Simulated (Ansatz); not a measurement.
# AlHO (singlet): from Hartree-Fock to the top rungs at distance Al1–O2 = 1.797 Å, 6-31G

How much of the correlation energy of AlHO (singlet) does each wave-function method recover here?

Method: 6-31G, core rule «outside noble gas», up to 6 orbitals frozen; program: Ansatz 0.2.0, Gaussian basis.

To be run: UHF; CCSD(T) on RHF; BCCD(T) on RHF; CISD; CCSDT(Q) on RHF; CISDTQ; CCSDTQ on RHF; CASSCF and MRCISD+Q, 2 electrons in 2 orbitals; CASSCF and NEVPT2, 2 electrons in 2 orbitals; Full CI.

41 further runs of the same task are left out: 24 for a known fault of the program, 12 that didn't finish, 5 set aside as unsound or not needed.

### Step 1. The geometry

The geometry derives from a PBE0/def2-TZVP stationary point (not a proven minimum). One bond is set to the value named and the two fragments are kept rigid.

3 atoms, charge 0, spin multiplicity 1.

Atoms are counted from 1 here; the program's logs count them from 0.

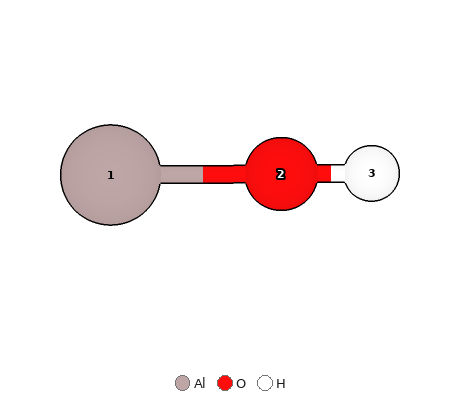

The structure; aluminium light grey, oxygen red, hydrogen white; atoms are numbered from 1 in the order of the file.

In the tables R marks a restricted determinant and U an unrestricted one; 'pair' is the active space of 2 electrons in 2 orbitals; energies count from the table's Hartree-Fock row.

### Step 2. UHF

File in.yaml:

```yaml
crystal:
  periodic: [false, false, false]
  atoms:
    - {symbol: Al, position_ang: [0.000000, 0.000000, 1.514679]}
    - {symbol: O, position_ang: [0.000000, 0.000000, -0.282321]}
    - {symbol: H, position_ang: [0.000000, 0.000000, -1.232357]}
basis:
  gaussian: {orbitals: 6-31G}
magnetization: {spin_polarized: true, initial_magnetization: 0}
hamiltonian: {xc: hf}
output: {orbitals: {seedname: orbitals}}
```

Run with:

```
$ ansatz run in.yaml --threads 1 --pin off --events-out ev --progress --plain --max-ram 2393MiB
```

What it wrote:

```text
Functional definition: HF
  name "HF"
  cite "Fock, Z. Phys. 61, 126 (1930) doi:10.1007/BF01340294"
  parent pbe
  exchange = exact_x
  correlation = 0
245 factors; integrals over basis functions are off by at most 3.0e-4 eV
mean field evaluation 1: about -8632.7069 eV, gradient 2.7e1 eV
mean field evaluation 2: about -8632.7100 eV, gradient 2.7e1 eV
mean field evaluation 4: about -8635.6779 eV, gradient 1.1e0 eV
mean field evaluation 8: about -8635.6930 eV, gradient 1.1e-3 eV
mean field evaluation 16: about -8635.6655 eV, gradient 4.3e-1 eV
mean field evaluation 32: about -8635.6920 eV, gradient 2.7e-1 eV
mean field -8635.69303346 eV, -317.3558654968 hartree, gradient 4.9e-6 eV, S^2 0.000000; 0 other end points of the search recorded, 0 dependent functions left out
reference -8635.69303346 eV, -317.3558654968 hartree; 11, 11 occupied and 13, 13 virtual orbitals, 245 factors
Total energy: -8635.69303346 eV, -317.3558654968 hartree
```

Run time: 0.15 s. Hardware: 1 thread of Arm Neoverse V1, shared host.

From the report: ⟨S²⟩ of the determinant 0.000 (pure singlet: 0.00).

The unrestricted search falls back on the restricted solution.

### Step 3. CCSD(T) on RHF

Edit in.yaml of step 2 so:

```diff
@@ -8,4 +8,4 @@
   gaussian: {orbitals: 6-31G}
-magnetization: {spin_polarized: true, initial_magnetization: 0}
-hamiltonian: {xc: hf}
-output: {orbitals: {seedname: orbitals}}
+magnetization: {spin_polarized: false}
+correlation: {method: ccsd_t, electrons: outside_noble_gas}
+output: {forces: true}
```

Same command.

What it wrote, cut to the lines that bear on the results:

```text
Functional definition: HF
  name "HF"
  cite "Fock, Z. Phys. 61, 126 (1930) doi:10.1007/BF01340294"
  parent pbe
[...]
245 factors; integrals over basis functions are off by at most 3.0e-4 eV
[...]
mean field -8635.69303346 eV, -317.3558654968 hartree, gradient 6.6e-6 eV, S^2 0.000000; 0 other end points of the search recorded, 0 dependent functions left out
6 core orbitals not correlated: weight in the atoms' cores, before any rotation towards them, 1.000 or more for the frozen orbitals, at most 0.000 for the correlated occupied ones
reference -8635.69303346 eV, -317.3558654968 hartree; 5, 5 occupied and 13, 13 virtual orbitals, 245 factors
second order -4.20764000 eV of doubles, -0.00000000 eV of singles
cycle   1  -4.24617962 eV  change   -3.9e-2 eV  update   9.6e-2
[...]
cycle  10  -4.53471769 eV  change    6.6e-7 eV  update   2.9e-6
perturbative correction -0.08116881 eV, -0.0029828988 hartree
[...]
Total energy: -8640.30891996 eV, -317.5254961968 hartree
Atom 0 at     0.000000     0.000000     1.514679 Å, force     0.000000     0.000000    -1.742893 eV/Å
Atom 1 at     0.000000     0.000000    -0.282321 Å, force    -0.000000     0.000000     2.426770 eV/Å
Atom 2 at     0.000000     0.000000    -1.232357 Å, force     0.000000     0.000000    -0.683877 eV/Å
Dipole moment:     0.000000    -0.000000    -0.127372 e Å
```

Run time: 0.3 s. Hardware: 1 thread of Arm Neoverse V1, shared host.

From the report: correlation -4.6159 eV; T1 0.024; largest double amplitude 0.10.

### Step 4. BCCD(T) on RHF

Edit in.yaml of step 3 so:

```diff
@@ -9,3 +9,2 @@
 magnetization: {spin_polarized: false}
-correlation: {method: ccsd_t, electrons: outside_noble_gas}
-output: {forces: true}
+correlation: {method: bccd_t, electrons: outside_noble_gas}
```

The command is unchanged.

What it wrote, cut to the lines that bear on the results:

```text
Functional definition: HF
  name "HF"
  cite "Fock, Z. Phys. 61, 126 (1930) doi:10.1007/BF01340294"
  parent pbe
[...]
245 factors; integrals over basis functions are off by at most 3.0e-4 eV
[...]
mean field -8635.69303346 eV, -317.3558654968 hartree, gradient 6.6e-6 eV, S^2 0.000000; 0 other end points of the search recorded, 0 dependent functions left out
6 core orbitals not correlated: weight in the atoms' cores, before any rotation towards them, 1.000 or more for the frozen orbitals, at most 0.000 for the correlated occupied ones
reference -8635.69303346 eV, -317.3558654968 hartree; 5, 5 occupied and 13, 13 virtual orbitals, 245 factors
second order -4.20764000 eV of doubles, -0.00000000 eV of singles
cycle   1  -4.24329972 eV  change   -3.6e-2 eV  update   9.6e-2
[...]
cycle  10  -4.51176925 eV  change    1.5e-6 eV  update   2.9e-6
perturbative correction -0.11013181 eV, -0.0040472694 hartree
Total energy: -8640.31493452 eV, -317.5257172278 hartree
```

It took 0.24 s on 1 thread of Arm Neoverse V1, shared host.

From the report: correlation -4.6219 eV; largest double amplitude 0.10.

### Step 5. CISD

Edit in.yaml of step 4 so:

```diff
@@ -8,3 +8,2 @@
   gaussian: {orbitals: 6-31G}
-magnetization: {spin_polarized: false}
-correlation: {method: bccd_t, electrons: outside_noble_gas}
+correlation: {active_space: {ras: {orbitals: [5, 0, 13], electrons: 10, max_holes: 2, max_particles: 2}, fixed_orbitals: true}}
```

The command is unchanged.

What it wrote:

```text
Functional definition: HF
  name "HF"
  cite "Fock, Z. Phys. 61, 126 (1930) doi:10.1007/BF01340294"
  parent pbe
  exchange = exact_x
  correlation = 0
245 factors; integrals over basis functions are off by at most 3.0e-4 eV
mean field evaluation 1: about -8632.7069 eV, gradient 3.8e1 eV
mean field evaluation 2: about -8632.7100 eV, gradient 3.8e1 eV
mean field evaluation 4: about -8635.6779 eV, gradient 1.5e0 eV
mean field evaluation 8: about -8635.6930 eV, gradient 9.1e-4 eV
mean field -8635.69303346 eV, -317.3558654968 hartree, gradient 6.6e-6 eV, S^2 0.000000; 0 other end points of the search recorded, 0 dependent functions left out
reference -8635.69303346 eV, -317.3558654968 hartree; 11, 11 occupied and 13, 13 virtual orbitals, 245 factors
state -8639.91223616 eV, -317.5109183359 hartree
Total energy: -8639.91223616 eV, -317.5109183359 hartree
```

Wall time 0.48 s (1 thread of Arm Neoverse V1, shared host).

From the report: 1,764 determinants.

### Step 6. CCSDT(Q) on RHF

Edit in.yaml of step 5 so:

```diff
@@ -8,2 +8,3 @@
   gaussian: {orbitals: 6-31G}
-correlation: {active_space: {ras: {orbitals: [5, 0, 13], electrons: 10, max_holes: 2, max_particles: 2}, fixed_orbitals: true}}
+magnetization: {spin_polarized: false}
+correlation: {method: ccsdt_q, electrons: outside_noble_gas}
```

Same command.

What it wrote, cut to the lines that bear on the results:

```text
Functional definition: HF
  name "HF"
  cite "Fock, Z. Phys. 61, 126 (1930) doi:10.1007/BF01340294"
  parent pbe
[...]
439 factors; integrals over basis functions are off by at most 1.0e-7 eV
[...]
mean field -8635.69321373 eV, -317.3558721213 hartree, gradient 6.0e-6 eV, S^2 0.000000; 0 other end points of the search recorded, 0 dependent functions left out
6 core orbitals not correlated: weight in the atoms' cores, before any rotation towards them, 1.000 or more for the frozen orbitals, at most 0.000 for the correlated occupied ones
reference -8635.69321373 eV, -317.3558721213 hartree; 5, 5 occupied and 13, 13 virtual orbitals, 439 factors
second order -4.20772018 eV of doubles, -0.00000000 eV of singles
cycle   1  -4.24623926 eV  change   -3.9e-2 eV  update   1.0e-1
[...]
cycle  14  -4.62211581 eV  change    1.1e-6 eV  update   7.4e-7
perturbative correction -0.02091159 eV, -0.0007684867 hartree
Total energy: -8640.33624112 eV, -317.5265002309 hartree
```

Run time: 0.75 s. Hardware: 1 thread of Arm Neoverse V1, shared host.

From the report: correlation -4.6430 eV; T1 0.023; largest double amplitude 0.10.

### Step 7. CISDTQ

Edit in.yaml of step 6 so:

```diff
@@ -8,3 +8,2 @@
   gaussian: {orbitals: 6-31G}
-magnetization: {spin_polarized: false}
-correlation: {method: ccsdt_q, electrons: outside_noble_gas}
+correlation: {active_space: {ras: {orbitals: [5, 0, 13], electrons: 10, max_holes: 4, max_particles: 4}, fixed_orbitals: true}}
```

The command is unchanged.

What it wrote:

```text
Functional definition: HF
  name "HF"
  cite "Fock, Z. Phys. 61, 126 (1930) doi:10.1007/BF01340294"
  parent pbe
  exchange = exact_x
  correlation = 0
245 factors; integrals over basis functions are off by at most 3.0e-4 eV
mean field evaluation 1: about -8632.7069 eV, gradient 3.8e1 eV
mean field evaluation 2: about -8632.7100 eV, gradient 3.8e1 eV
mean field evaluation 4: about -8635.6779 eV, gradient 1.5e0 eV
mean field evaluation 8: about -8635.6930 eV, gradient 9.1e-4 eV
mean field -8635.69303346 eV, -317.3558654968 hartree, gradient 6.6e-6 eV, S^2 0.000000; 0 other end points of the search recorded, 0 dependent functions left out
reference -8635.69303346 eV, -317.3558654968 hartree; 11, 11 occupied and 13, 13 virtual orbitals, 245 factors
state -8640.31135598 eV, -317.5255857189 hartree
Total energy: -8640.31135598 eV, -317.5255857189 hartree
```

Run time: 2.4 s. Hardware: 1 thread of Arm Neoverse V1, shared host.

From the report: 276,306 determinants.

### Step 8. CCSDTQ on RHF

Edit in.yaml of step 7 so:

```diff
@@ -8,2 +8,3 @@
   gaussian: {orbitals: 6-31G}
-correlation: {active_space: {ras: {orbitals: [5, 0, 13], electrons: 10, max_holes: 4, max_particles: 4}, fixed_orbitals: true}}
+magnetization: {spin_polarized: false}
+correlation: {method: ccsdtq, electrons: outside_noble_gas}
```

The command is unchanged.

What it wrote, cut to the lines that bear on the results:

```text
Functional definition: HF
  name "HF"
  cite "Fock, Z. Phys. 61, 126 (1930) doi:10.1007/BF01340294"
  parent pbe
[...]
439 factors; integrals over basis functions are off by at most 1.0e-7 eV
[...]
mean field -8635.69321373 eV, -317.3558721213 hartree, gradient 6.0e-6 eV, S^2 0.000000; 0 other end points of the search recorded, 0 dependent functions left out
6 core orbitals not correlated: weight in the atoms' cores, before any rotation towards them, 1.000 or more for the frozen orbitals, at most 0.000 for the correlated occupied ones
reference -8635.69321373 eV, -317.3558721213 hartree; 5, 5 occupied and 13, 13 virtual orbitals, 439 factors
second order -4.20772018 eV of doubles, -0.00000000 eV of singles
cycle   1  -4.24623930 eV  change   -3.9e-2 eV  update   1.0e-1
[...]
cycle  16  -4.63993236 eV  change    7.0e-7 eV  update   1.1e-6
Total energy: -8640.33314609 eV, -317.5263864906 hartree
```

Wall time 7.5 s (1 thread of Arm Neoverse V1, shared host).

From the report: correlation -4.6399 eV; T1 0.023; largest double amplitude 0.10.

### Step 9. CASSCF and MRCISD+Q, 2 electrons in 2 orbitals

Edit in.yaml of step 8 so:

```diff
@@ -8,3 +8,2 @@
   gaussian: {orbitals: 6-31G}
-magnetization: {spin_polarized: false}
-correlation: {method: ccsdtq, electrons: outside_noble_gas}
+correlation: {method: fic_mrcisd_q, electrons: outside_noble_gas, active_space: {window: {electrons: 2, orbitals: 2}}}
```

Same command.

What it wrote, cut to the lines that bear on the results:

```text
Functional definition: HF
  name "HF"
  cite "Fock, Z. Phys. 61, 126 (1930) doi:10.1007/BF01340294"
  parent pbe
[...]
245 factors; integrals over basis functions are off by at most 3.0e-4 eV
[...]
mean field -8635.69303346 eV, -317.3558654968 hartree, gradient 6.6e-6 eV, S^2 0.000000; 0 other end points of the search recorded, 0 dependent functions left out
reference -8635.69303346 eV, -317.3558654968 hartree; 11, 11 occupied and 13, 13 virtual orbitals, 245 factors
state -8636.22481637 eV, -317.3754081581 hartree
contracted CI cycle   1: correlation 0.00000000 eV, 0.0000000000 hartree, residual 1.75e1 eV
contracted CI cycle   2: correlation -3.49774484 eV, -0.1285397518 hartree, residual 3.48e0 eV
contracted CI cycle   3: correlation -3.72589080 eV, -0.1369239614 hartree, residual 1.25e0 eV
contracted CI cycle   4: correlation -3.75294879 eV, -0.1379183240 hartree, residual 3.80e-1 eV
[...]
contracted CI cycle   3: correlation -3.93994225 eV, -0.1447902070 hartree, residual 1.30e0 eV
contracted CI cycle   4: correlation -3.97196258 eV, -0.1459669326 hartree, residual 4.01e-1 eV
contracted CI cycle   5: correlation -3.97581229 eV, -0.1461084069 hartree, residual 1.39e-1 eV
contracted CI cycle   6: correlation -3.97620053 eV, -0.1461226743 hartree, residual 4.65e-2 eV
contracted CI cycle   7: correlation -3.97624621 eV, -0.1461243532 hartree, residual 1.43e-2 eV
contracted CI cycle   8: correlation -3.97625085 eV, -0.1461245235 hartree, residual 5.05e-3 eV
contracted CI cycle   9: correlation -3.97625151 eV, -0.1461245478 hartree, residual 1.83e-3 eV
contracted CI cycle  10: correlation -3.97625158 eV, -0.1461245504 hartree, residual 6.26e-4 eV
state -8636.00050973 eV, -317.3671650413 hartree; corrected -8640.24767889 eV, -317.5232456289 hartree
state -8636.22481637 eV, -317.3754081581 hartree; corrected -8640.27028534 eV, -317.5240764008 hartree
[...]
Total energy: -8640.27028534 eV, -317.5240764008 hartree
```

Wall time 0.66 s (1 thread of Arm Neoverse V1, shared host).

From the report: 4 determinants; active occupations 1.98, 0.02.

### Step 10. CASSCF and NEVPT2, 2 electrons in 2 orbitals

Edit in.yaml of step 9 so:

```diff
@@ -8,2 +8,2 @@
   gaussian: {orbitals: 6-31G}
-correlation: {method: fic_mrcisd_q, electrons: outside_noble_gas, active_space: {window: {electrons: 2, orbitals: 2}}}
+correlation: {method: sc_nevpt2, electrons: outside_noble_gas, active_space: {window: {electrons: 2, orbitals: 2}}}
```

Launched as before.

What it wrote, cut to the lines that bear on the results:

```text
Functional definition: HF
  name "HF"
  cite "Fock, Z. Phys. 61, 126 (1930) doi:10.1007/BF01340294"
  parent pbe
[...]
245 factors; integrals over basis functions are off by at most 3.0e-4 eV
[...]
mean field -8635.69303346 eV, -317.3558654968 hartree, gradient 6.6e-6 eV, S^2 0.000000; 0 other end points of the search recorded, 0 dependent functions left out
reference -8635.69303346 eV, -317.3558654968 hartree; 11, 11 occupied and 13, 13 virtual orbitals, 245 factors
state -8636.22481637 eV, -317.3754081581 hartree
state -8636.22481637 eV, -317.3754081581 hartree; corrected -8639.95252158 eV, -317.5123987980 hartree
state -8636.00050973 eV, -317.3671650413 hartree
state -8636.00050973 eV, -317.3671650413 hartree; corrected -8639.90525342 eV, -317.5106617250 hartree
state -8636.22481637 eV, -317.3754081581 hartree; corrected -8639.95252158 eV, -317.5123987980 hartree
[...]
Total energy: -8639.95252158 eV, -317.5123987980 hartree
```

Run time: 0.33 s. Hardware: 1 thread of Arm Neoverse V1, shared host.

From the report: 4 determinants; active occupations 1.98, 0.02.

### Step 11. Full CI

Edit in.yaml of step 10 so:

```diff
@@ -8,2 +8,2 @@
   gaussian: {orbitals: 6-31G}
-correlation: {method: sc_nevpt2, electrons: outside_noble_gas, active_space: {window: {electrons: 2, orbitals: 2}}}
+correlation: {method: fci, electrons: outside_noble_gas}
```

The command is unchanged.

What it wrote:

```text
Functional definition: HF
  name "HF"
  cite "Fock, Z. Phys. 61, 126 (1930) doi:10.1007/BF01340294"
  parent pbe
  exchange = exact_x
  correlation = 0
439 factors; integrals over basis functions are off by at most 1.0e-7 eV
mean field evaluation 1: about -8632.7068 eV, gradient 3.8e1 eV
mean field evaluation 2: about -8632.7101 eV, gradient 3.8e1 eV
mean field evaluation 4: about -8635.6782 eV, gradient 1.5e0 eV
mean field evaluation 8: about -8635.6932 eV, gradient 9.2e-4 eV
mean field -8635.69321373 eV, -317.3558721213 hartree, gradient 6.0e-6 eV, S^2 0.000000; 0 other end points of the search recorded, 0 dependent functions left out
6 core orbitals not correlated: weight in the atoms' cores, before any rotation towards them, 1.000 or more for the frozen orbitals, at most 0.000 for the correlated occupied ones
reference -8635.69321373 eV, -317.3558721213 hartree; 5, 5 occupied and 13, 13 virtual orbitals, 439 factors
state -8640.33300054 eV, -317.5263811419 hartree
Total energy: -8640.33300054 eV, -317.5263811419 hartree
```

Wall time 98 s (1 thread of Arm Neoverse V1, shared host); peak memory 1.2 GiB.

From the report: 18,367,552 determinants, symmetry A1.

### Step 12. Natural occupations

Natural occupations of the FCI state about the gap (report; correlated orbitals 1 to 10): 1.986, 1.969, 1.967, 1.967, 1.909, 0.052, 0.052, 0.027, 0.024, 0.015. The count of effectively unpaired electrons, Σ n²(2 − n)², is 0.07; a single determinant of this spin has 0.

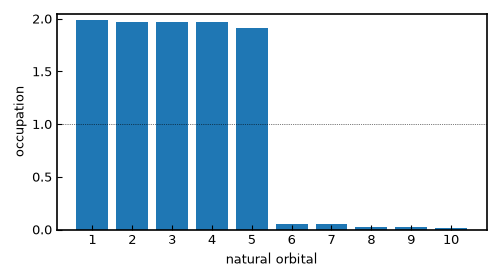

Natural occupations of the FCI state.

### Step 13. Misses and costs

The yardstick is full CI for this spin, exact in this basis with these frozen cores. Rows without a time come out of other runs: HF, MP2 and CCSD of CCSD(T), CCSDT of CCSDT(Q), CASSCF and MRCISD of the multireference runs. The times of RCCSD(T) include forces.

Differences are taken before rounding.

```csv
method,energy from the lowest RHF (meV),from FCI (meV),time
RHF,0.0,+4640.0,
RMP2,-4207.6,+432.3,
CISD,-4219.2,+420.8,0.48 s
RCCSD,-4534.7,+105.2,
RCCSD(T),-4615.9,+24.1,0.3 s
BCCD(T),-4621.9,+18.1,0.24 s
RCCSDT,-4622.3,+17.7,
CISDTQ,-4618.3,+21.6,2.4 s
RCCSDT(Q),-4643.2,-3.2,0.75 s
RCCSDTQ,-4640.1,-0.1,7.5 s
CASSCF pair,-531.8,+4108.2,
NEVPT2 pair,-4259.5,+380.5,0.33 s
MRCISD pair,-4288.1,+351.8,
MRCISD+Q pair,-4577.3,+62.7,0.66 s
FCI,-4640.0,0,98 s
```

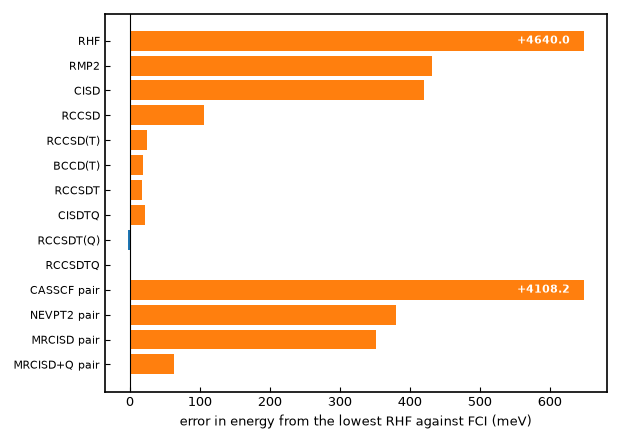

Error of each method against FCI. Bars with a number in them are cut short.

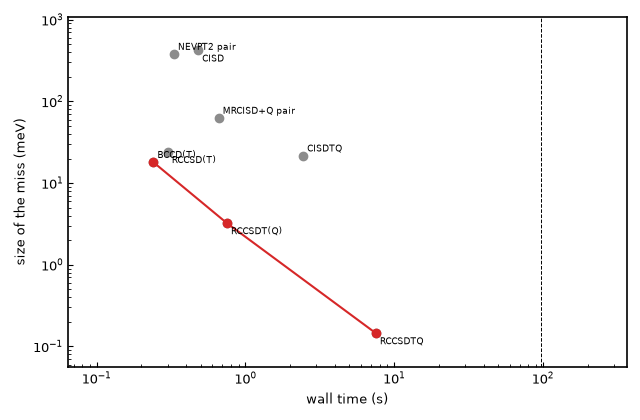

Accuracy for the time spent; red marks the levels that beat every quicker one drawn (of those quicker than the yardstick), and the dashed line is the time of FCI. Times are from a shared host. Runs this short are mostly start-up, so their order is noise.

### Step 14. Results

| quantity | value |
| --- | --- |
| FCI below the RHF energy | -4.6400 eV |
| RMP2 from FCI | +432.3 meV |
| RCCSD from FCI | +105.2 meV |
| RCCSD(T) from FCI | +24.1 meV |
| RCCSDT(Q) from FCI | -3.2 meV |
| NEVPT2 pair from FCI | +380.5 meV |
| MRCISD+Q pair from FCI | +62.7 meV |
| levels within 1 kcal/mol (43 meV) | RCCSD(T), BCCD(T), RCCSDT, CISDTQ, RCCSDT(Q), RCCSDTQ |
| T1 diagnostic | 0.024 |
| effectively unpaired electrons | 0.07 |

In words: RCCSD(T) lands +24.1 meV from the yardstick (0.5 % of the correlation energy). RCCSDT(Q) falls below full CI, which methods that aren't variational can do. One determinant dominates. Of the multireference levels listed MRCISD+Q pair comes nearest in total energy (+62.7 meV), which doesn't show that its space is the better one. These misses are within one basis, not against nature.
